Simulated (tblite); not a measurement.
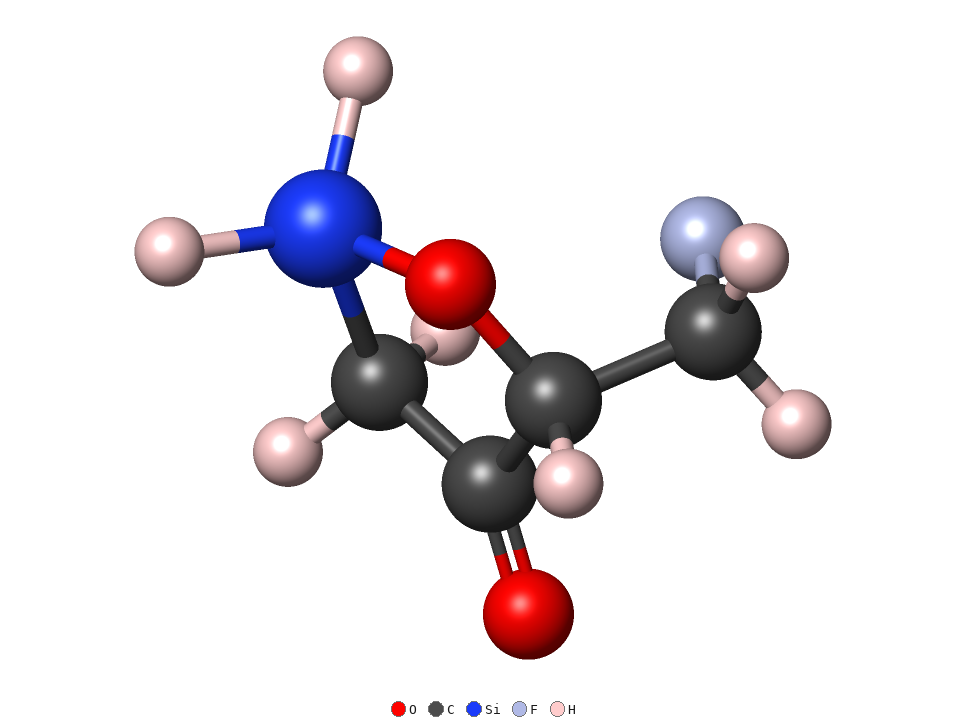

(Drawn from a calculation with tblite.)

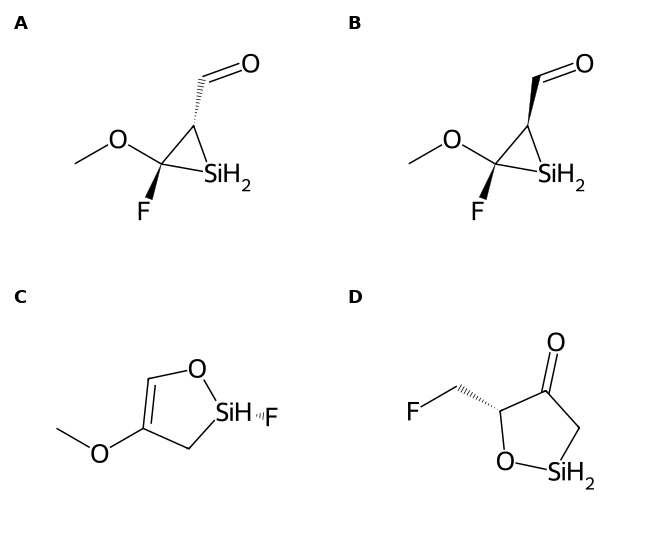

Question: Which structural formula matches the 3D model?

Answer: D, `O=C1C[SiH2]O[C@@H]1CF`.
